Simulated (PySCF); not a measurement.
C$_{5}$H$_{11}$NO$_{2}$Si$_{2}$ (SMILES C[SiH2]Cc1nocc1O[SiH3])

The calculation's input:

```
{"job": {"kind": "nmr", "xc": "PBE0", "basis": "pcSseg-1"}, "charge": 0, "multiplicity": 1}
C      3.028654     0.184723    -0.561830
Si     1.782830     1.278418     0.355035
C      0.845335     0.181531     1.619374
C      0.085493    -0.855577     0.906205
N      0.482888    -2.090945     0.762232
O     -0.438825    -2.746835     0.009980
C     -1.424256    -1.895083    -0.317364
C     -1.155422    -0.669840     0.215822
O     -1.834265     0.481662     0.155582
Si    -3.234529     0.867928    -0.581958
H      3.811864    -0.162761     0.106144
H      2.545529    -0.696097    -0.976411
H      3.504822     0.720325    -1.377648
H      2.451544     2.341476     1.115000
H      0.822543     1.873861    -0.581532
H      1.545886    -0.292088     2.303776
H      0.154671     0.798724     2.191797
H     -2.231742    -2.270628    -0.911462
H     -4.333098     0.058753    -0.050966
H     -3.287244     2.269254    -0.203394
H     -3.131596     0.640143    -2.024148
```

Command:

```sh
OMP_NUM_THREADS=1 python probes_run.py task.json out
```

Geometry: GFN2-xTB.

All numbers below come from PySCF 2.14.0, PBE0/pcSseg-1, SCF density, gas phase, non-relativistic.

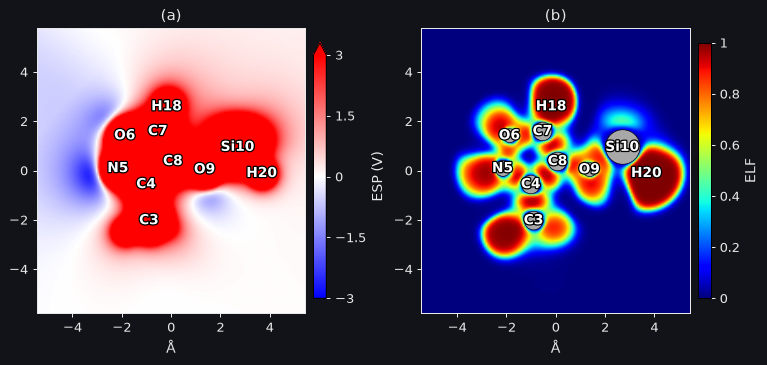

Figure 1. (a) molecular electrostatic potential; (b) electron localisation function on the plane of atoms O6, C7 and C8. Grey discs cover the atomic cores in the ELF map.

Q: What do the fields say about this system?

A: Atoms in the plane: C, N, O, Si and H.
C–N (1.31 Å): the ELF peaks at about 0.90 between the atoms; a covalent bond.
C–O (1.34 Å): the ELF peaks at about 0.90 between the atoms (a polar covalent bond).
N–O (1.36 Å): the ELF peaks at about 0.85 between the atoms; a covalent bond.
C–C (1.36 Å): the ELF peaks at about 0.95 between the atoms, as expected for a covalent bond.
Si–O (1.63 Å): the ELF peaks at about 0.85 between the atoms, as expected for a shared but strongly polarised pair.
The ELF also peaks beside O9, N5 and O6, away from the bonds: lone-pair regions.
Outside the dense part of the molecule the potential is most negative (−2.5 V) near N5.

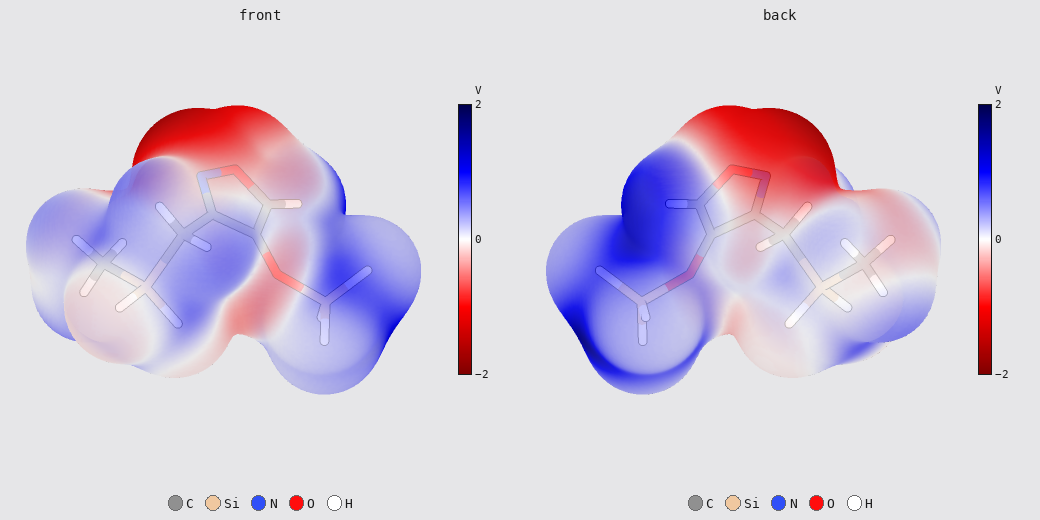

Figure 2. The electrostatic potential painted on the density surface at 0.001 e/bohr³, seen from the front and from behind; red is negative and blue positive.

Q: Which sites attract a positive test charge, and which a negative one?

A: A positive charge is drawn to the negative regions and a negative charge to the positive ones. The most negative region (about −1.6 V) lies over N5, the most positive (about +1.5 V) over Si10. N5 is the likeliest acceptor of a hydrogen bond.

Q: How polar is the molecule by this calculation?

A: Its dipole moment is 3.06 D.
